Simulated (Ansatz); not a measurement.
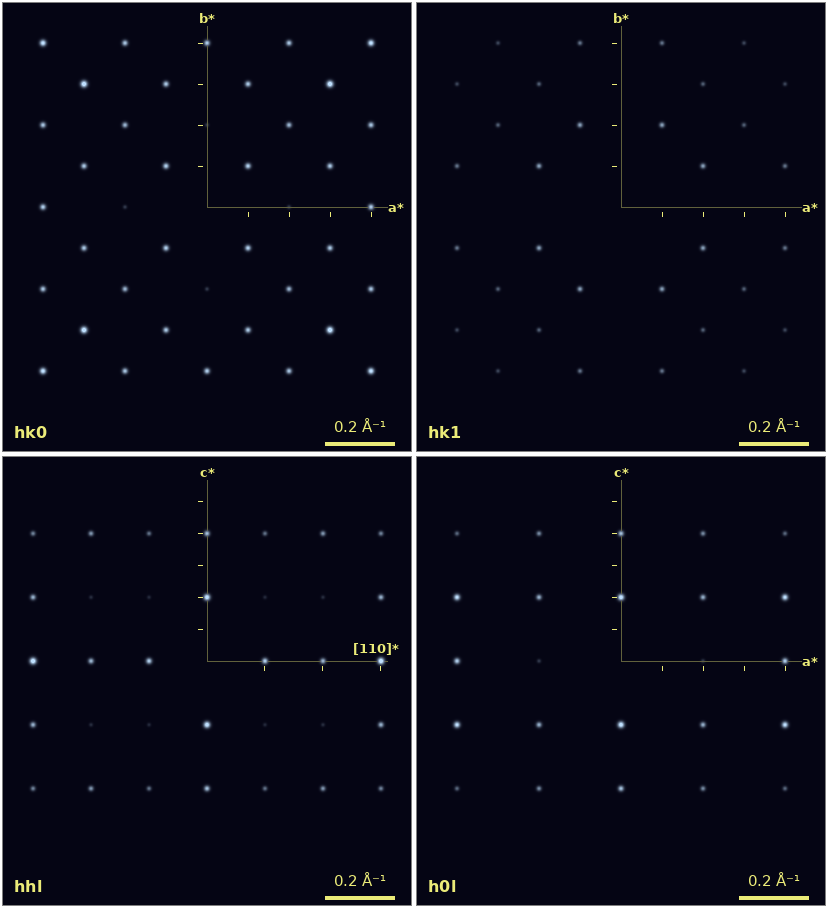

Simulated precession-type sections (X-rays; kinematic intensities, B = 0.5 Å²). The ticks mark integer indices of the conventional cell.

Q: Read the reciprocal cell and give the direct cell.

A: a* = 0.119, b* = 0.119, c* = 0.093 Å⁻¹; the cell is tetragonal with a = 8.39 Å, c = 10.79 Å.

Q: List the systematic absences.

A: Reflections are present only under these conditions. hkl: h + k + l = 2n; hk0: h + k = 2n; h0l: h = 2n, l = 2n; hhl: l = 2n; h00: h = 2n; 00l: l = 2n. The lattice is body-centred (I).

Q: Which space groups fit?

A: The intensities have Laue symmetry 4/mmm (the hk0 layer shows 4mm, hk1 shows 4mm). With these conditions the candidates are I4cm (No. 108), I-4c2 (No. 120), I4/mcm (No. 140). Diffraction geometry alone does not choose among them; the structure has I4/mcm. The compound is KAg4Br. Structure: the geometry relaxed with DFT, PAW plane waves, pbesol in Ansatz 0.2.0; the starting structure was generated, so it need not be a known form of this composition.
